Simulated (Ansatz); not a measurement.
# C2H2F2 (vinylidene fluoride), step by step

Wanted: a series of 28 runs (HF/STO-3G, UHF/STO-3G, HF/3-21G, UHF/3-21G, HF/6-31G*, UHF/6-31G*, B3LYP/6-31G*, UB3LYP/6-31G*, and more) of C2H2F2. 

The calculation is run with Ansatz 0.2.0.

## 1. The system as given

C2H2F2 has 6 atoms, charge 0, and is taken as a singlet. As SMILES, `C=C(F)F`. Geometry: relaxed at PBE0-D4/def2-TZVP. The run starts from this shape.

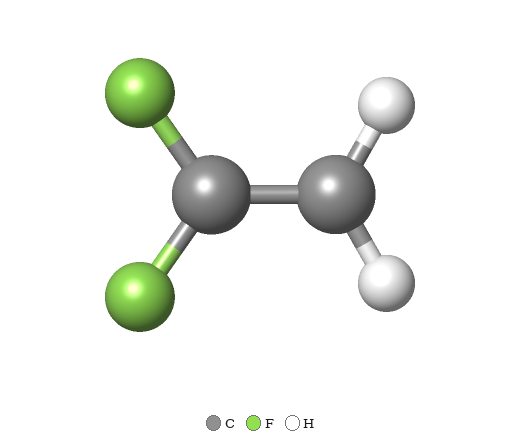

Viewed from a chosen angle; carbon grey, fluorine green, hydrogen white.

## 2. A structure relaxation at HF/STO-3G (run 1)

Input file molecule.yaml:

```yaml
crystal:
  periodic: [false, false, false]
  atoms:
    - {symbol: C, position_ang: [-0.115900, 0.471000, -0.544400]}
    - {symbol: C, position_ang: [0.105000, -0.394600, 0.420100]}
    - {symbol: F, position_ang: [-0.454900, -0.363600, 1.607600]}
    - {symbol: F, position_ang: [0.919200, -1.422100, 0.343000]}
    - {symbol: H, position_ang: [0.394200, 0.360600, -1.488400]}
    - {symbol: H, position_ang: [-0.805600, 1.284800, -0.384200]}
basis:
  gaussian:
    orbitals: STO-3G
magnetization:
  spin_polarized: false
  initial_magnetization: 0
hamiltonian:
  xc: hf
relax:
  f_tol: 0.002
output: {orbitals: {seedname: orbitals}}
```

The run is started by

```console
$ ansatz run molecule.yaml --threads 1 --pin off --max-ram 3480MiB --events-out events.jsonl --progress --plain --runs-dir runs
```

What it wrote:

```text
Warning: RAYON_NUM_THREADS=1 ignored (pool sized by the plan → 1); use --threads N
The last accepted step is kept in runs//last_step.txt (removed where the run ends without a failure and the disk answers)
[... 43 lines left out ...]
Total energy: -7401.51899305 eV, -272.0008060649 hartree
[... 6 lines left out ...]
Dipole moment:    -0.026659     0.104445    -0.116385 e Å
```

Run time: 1.6 s. Hardware: 1 thread of Arm Neoverse V2, shared host.

The path in brief:

| step | energy from the first frame kept (eV) | largest force (eV/Å) |
| --- | --- | --- |
| 1 | 0.0000 | 2.5114 |
| 2 | -0.0895 | 0.5066 |
| 3 | -0.0943 | 0.0468 |
| 4 | -0.0944 | 0.0189 |
| 5 | -0.0944 | 0.0005 |

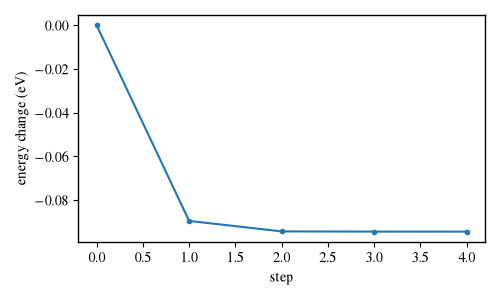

Energy along the run.

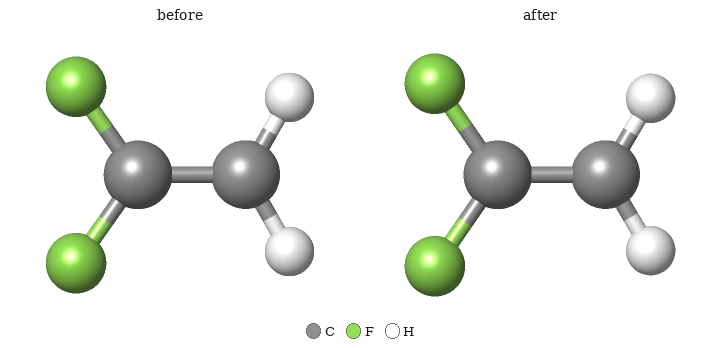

Before and after, at one scale.

After the run. Bond lengths: C1–C2 1.316 Å, C2–F3 1.350 Å, C2–F4 1.350 Å, C1–H5 1.077 Å, C1–H6 1.077 Å. Angles: C1–C2–F3 124.7°, C1–C2–F4 124.7°, F3–C2–F4 110.6°, C2–C1–H5 120.7°, C2–C1–H6 120.7°, H5–C1–H6 118.6°.

## 3. The harmonic vibrations at HF/STO-3G (run 2)

Input file job.yaml:

```yaml
crystal:
  periodic: [false, false, false]
  atoms:
    - {symbol: C, position_ang: [-0.115807, 0.470572, -0.543928]}
    - {symbol: C, position_ang: [0.105358, -0.396030, 0.421711]}
    - {symbol: F, position_ang: [-0.476007, -0.354470, 1.639003]}
    - {symbol: F, position_ang: [0.944829, -1.448950, 0.331355]}
    - {symbol: H, position_ang: [0.384728, 0.375773, -1.492895]}
    - {symbol: H, position_ang: [-0.801101, 1.289205, -0.401546]}
basis:
  gaussian:
    orbitals: STO-3G
hamiltonian:
  xc: hf
phonons:
  temperatures:
    t_min: 298.15
    t_max: 298.15
    t_step: 1
```

The run is started by

```console
$ ansatz run job.yaml --threads 1 --pin off --max-ram 3480MiB --events-out events.jsonl --progress --plain --runs-dir runs
```

What it wrote:

```text
Warning: RAYON_NUM_THREADS=1 ignored (pool sized by the plan → 1); use --threads N
[... 201 lines left out ...]
Total energy: -7401.51898288 eV, -272.0008056911 hartree
[... 6 lines left out ...]
Dipole moment:    -0.026659     0.104446    -0.116385 e Å
Vibrations: 450.59 528.21 659.58 847.57 1035.56 1058.48 1111.35 1637.29 1666.80 2068.10 3680.50 3847.81 cm⁻¹, zero-point energy 1.152546 eV
```

It took 6.3 s on 1 thread of Arm Neoverse V2, shared host.

Runs 3 to 15 aren't shown in full; the table further down has their settings and results.

## 4. The doublet cation: a structure relaxation at UB3LYP/6-31G(d) (Cartesian functions) (run 16)

Input file input.yaml:

```yaml
crystal:
  periodic: [false, false, false]
  atoms:
    - {symbol: C, position_ang: [-0.116510, 0.473314, -0.546987]}
    - {symbol: C, position_ang: [0.105698, -0.397376, 0.423206]}
    - {symbol: F, position_ang: [-0.461407, -0.363287, 1.621476]}
    - {symbol: F, position_ang: [0.928684, -1.434074, 0.342132]}
    - {symbol: H, position_ang: [0.392456, 0.366820, -1.494979]}
    - {symbol: H, position_ang: [-0.806922, 1.290702, -0.391149]}
basis:
  gaussian: {orbitals: "6-31G*"}
relax: {}
hamiltonian: {xc: {name: B3LYP}}
magnetization: {spin_polarized: true, initial_magnetization: 1}
total_charge: 1
```

The run is started by

```console
$ ansatz run input.yaml --threads 1 --pin off --max-ram 3480MiB --events-out events.jsonl --progress --plain --runs-dir runs
```

What it wrote (excerpt; [...] marks lines left out):

```text
Warning: RAYON_NUM_THREADS=1 ignored (pool sized by the plan → 1); use --threads N
[... 1 set-up line as earlier in the session ...]
[... 53 lines left out ...]
Total energy: -7529.33424208 eV, -276.6979298305 hartree
[... 6 lines left out ...]
Dipole moment:    -0.121052     0.474395    -0.528590 e Å
```

It took 16 s on 1 thread of Arm Neoverse V2, shared host; peak memory 0.14 GiB.

Steps, from the record of the run:

| step | energy from the first frame kept (eV) | largest force (eV/Å) |
| --- | --- | --- |
| 1 | 0.0000 | 8.1908 |
| 2 | -0.3104 | 3.3300 |
| 3 | -0.3759 | 0.3640 |
| 4 | -0.3790 | 0.0408 |
| 5 | -0.3792 | 0.0115 |
| 6 | -0.3792 | 0.0011 |

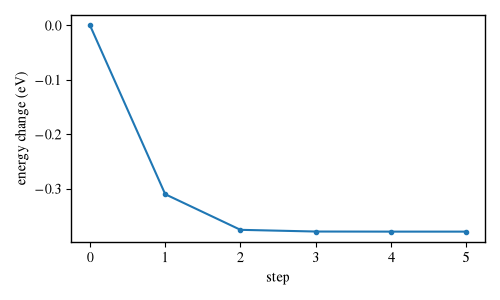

Energy along the run.

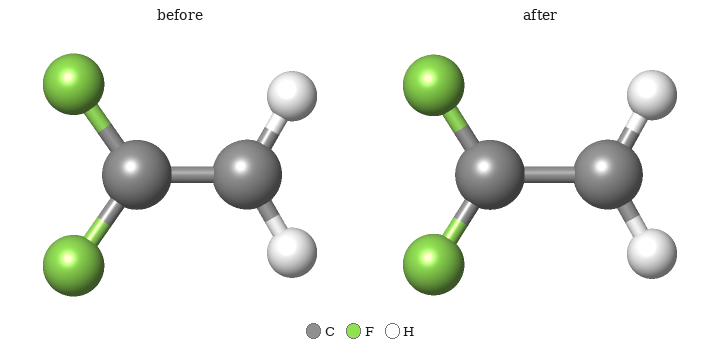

Before and after, at one scale.

After the run. Bond lengths: C1–C2 1.415 Å, C2–F3 1.268 Å, C2–F4 1.268 Å, C1–H5 1.087 Å, C1–H6 1.087 Å. Angles: C1–C2–F3 122.3°, C1–C2–F4 122.3°, F3–C2–F4 115.4°, C2–C1–H5 119.2°, C2–C1–H6 119.2°, H5–C1–H6 121.7°.

Runs 17 to 27 aren't shown in full; the table further down has their settings and results.

## 5. The harmonic vibrations at PBE-D3(BJ)/def2-TZVP (run 28)

Input file job.yaml:

```yaml
crystal:
  periodic: [false, false, false]
  atoms:
    - {symbol: C, position_ang: [-0.117176, 0.475896, -0.549873]}
    - {symbol: C, position_ang: [0.105607, -0.397009, 0.422800]}
    - {symbol: F, position_ang: [-0.461889, -0.365641, 1.626497]}
    - {symbol: F, position_ang: [0.930897, -1.438506, 0.344673]}
    - {symbol: H, position_ang: [0.395637, 0.365915, -1.500488]}
    - {symbol: H, position_ang: [-0.811076, 1.295443, -0.389908]}
basis:
  gaussian:
    orbitals: def2-TZVP
hamiltonian:
  xc: {name: PBE}
  dispersion: d3bj
phonons:
  temperatures: {t_min: 298.15, t_max: 298.15, t_step: 1}
```

The run is started by

```console
$ ansatz run job.yaml --threads 1 --pin off --max-ram 3480MiB --events-out events.jsonl --progress --plain --runs-dir runs
```

What it wrote:

```text
Warning: RAYON_NUM_THREADS=1 ignored (pool sized by the plan → 1); use --threads N
[... 16 lines left out ...]
760 factors; their error is unknown
[... 15 lines left out ...]
760 factors; their error is unknown
[... 15 lines left out ...]
760 factors; their error is unknown
[... 14 lines left out ...]
760 factors; their error is unknown
[... 15 lines left out ...]
760 factors; their error is unknown
[... 9 lines left out ...]
760 factors; their error is unknown
[... 4 lines left out ...]
760 factors; their error is unknown
[... 5 lines left out ...]
760 factors; their error is unknown
[... 4 lines left out ...]
760 factors; their error is unknown
[... 4 lines left out ...]
760 factors; their error is unknown
[... 4 lines left out ...]
760 factors; their error is unknown
[... 11 lines left out ...]
Dipole moment:    -0.038977     0.152729    -0.170183 e Å
Vibrations: 426.45 533.69 612.61 691.44 767.60 912.34 924.44 1256.69 1359.06 1718.91 3134.81 3235.29 cm⁻¹, zero-point energy 0.965423 eV
```

It took 31 s on 1 thread of Arm Neoverse V2, shared host; peak memory 0.13 GiB.

## 6. Overview of the runs

| run | level | task | walk f tol | partner | energy (Eh) | dipole moment (D) | wall time |
| --- | --- | --- | --- | --- | --- | --- | --- |
| 1 | HF/STO-3G | optimise | 0.002 | base | -272.000806 | 0.76 | 1.6 s |
| 2 | HF/STO-3G | frequencies | – | base | -272.000806 | 0.76 | 6.3 s |
| 3 | UHF/STO-3G | energy | – | cation | -271.721664 | – | 0.12 s |
| 4 | UHF/STO-3G | optimise | – | cation | -271.747912 | – | 1.8 s |
| 5 | HF/3-21G | optimise | 0.002 | base | -274.247457 | 1.84 | 1.9 s |
| 6 | HF/3-21G | frequencies | – | base | -274.247457 | 1.84 | 3.9 s |
| 7 | UHF/3-21G | energy | – | cation | -273.882752 | – | 0.18 s |
| 8 | UHF/3-21G | optimise | – | cation | -273.899651 | – | 2.1 s |
| 9 | HF/6-31G* (Cartesian functions) | optimise | 0.002 | base | -275.739993 | 1.25 | 3.6 s |
| 10 | HF/6-31G* (Cartesian functions) | frequencies | – | base | -275.739993 | 1.25 | 9.9 s |
| 11 | UHF/6-31G* (Cartesian functions) | energy | – | cation | -275.399092 | – | 0.44 s |
| 12 | UHF/6-31G* (Cartesian functions) | optimise | – | cation | -275.418877 | – | 5.1 s |
| 13 | B3LYP/6-31G* (Cartesian functions) | optimise | 0.002 | base | -277.058696 | 1.04 | 9.6 s |
| 14 | B3LYP/6-31G* (Cartesian functions) | frequencies | – | base | -277.058696 | 1.04 | 21 s |
| 15 | UB3LYP/6-31G* (Cartesian functions) | energy | – | cation | -276.683995 | – | 2.1 s |
| 16 | UB3LYP/6-31G* (Cartesian functions) | optimise | – | cation | -276.697930 | – | 16 s |
| 17 | PBE/def2-SVP | optimise | 0.002 | base | -276.571698 | 0.89 | 7.8 s |
| 18 | PBE/def2-SVP | frequencies | – | base | -276.571698 | 0.89 | 15 s |
| 19 | UPBE/def2-SVP | energy | – | cation | -276.197313 | – | 1.4 s |
| 20 | UPBE/def2-SVP | optimise | – | cation | -276.209311 | – | 13 s |
| 21 | MP2/6-31G* (Cartesian functions) | optimise | 0.002 | base | -276.329417 | 1.20 | 6.3 s |
| 22 | MP2/6-31G* (Cartesian functions) | frequencies | – | base | -276.329417 | 1.20 | 20 s |
| 23 | UMP2/6-31G* (Cartesian functions) | energy | – | cation | -275.955964 | – | 0.52 s |
| 24 | UMP2/6-31G* (Cartesian functions) | optimise | – | cation | -275.971834 | – | 9.9 s |
| 25 | CCSD/cc-pVDZ | optimise | 0.002 | base | -276.412277 | 1.17 | 1.9 min |
| 26 | CCSD/cc-pVDZ | frequencies | – | base | -276.412277 | 1.17 | 6.5 min |
| 27 | PBE-D3(BJ)/def2-TZVP | optimise | 0.002 | base | -276.905742 | 1.11 | 14 s |
| 28 | PBE-D3(BJ)/def2-TZVP | frequencies | – | base | -276.905742 | 1.11 | 31 s |

## 7. Outcome

| quantity | value |
| --- | --- |
| run 28, PBE-D3(BJ)/def2-TZVP: total energy | -276.90574 Eh |
| run 28, PBE-D3(BJ)/def2-TZVP: dipole moment | 1.11 D |
| run 28, PBE-D3(BJ)/def2-TZVP: dispersion energy | -6.90 kJ/mol |
| run 28, PBE-D3(BJ)/def2-TZVP: largest force on an atom | 0.001 eV/Å |
| run 28, PBE-D3(BJ)/def2-TZVP: lowest harmonic wavenumber | 426 cm⁻¹ |
| run 28, PBE-D3(BJ)/def2-TZVP: highest harmonic wavenumber | 3235 cm⁻¹ |
| run 28, PBE-D3(BJ)/def2-TZVP: zero-point energy | 93.1 kJ/mol |
| vertical ionisation energy (to the doublet cation), HF/STO-3G | 7.596 eV |
| vertical ionisation energy (to the doublet cation), HF/3-21G | 9.924 eV |
| vertical ionisation energy (to the doublet cation), HF/6-31G* | 9.276 eV |
| vertical ionisation energy (to the doublet cation), PBE/def2-SVP | 10.188 eV |
| vertical ionisation energy (to the doublet cation), MP2/6-31G* | 10.162 eV |
| adiabatic ionisation energy (to the doublet cation, no zero-point term), B3LYP/6-31G* | 9.817 eV |
| adiabatic ionisation energy (to the doublet cation, no zero-point term), PBE/def2-SVP | 9.861 eV |
| adiabatic ionisation energy (to the doublet cation, no zero-point term), MP2/6-31G* | 9.730 eV |

At HF/STO-3G: removing an electron at fixed nuclei costs 7.60 eV (175 kcal/mol). In a minimal basis such a difference can be off by several eV, whatever the method. At HF/3-21G: removing an electron at fixed nuclei costs 9.92 eV (229 kcal/mol). At HF/6-31G*: the vertical ionisation energy comes to 9.28 eV (214 kcal/mol). At PBE/def2-SVP: removing an electron at fixed nuclei costs 10.19 eV (983 kJ/mol). At MP2/6-31G*: the vertical ionisation energy comes to 10.16 eV (234 kcal/mol). Totals of different functionals can't be ranked against each other. In runs 1, 2, 3, 4 the basis is minimal, so the values are rough. All runs together took 12 min, the longest 6.5 min.
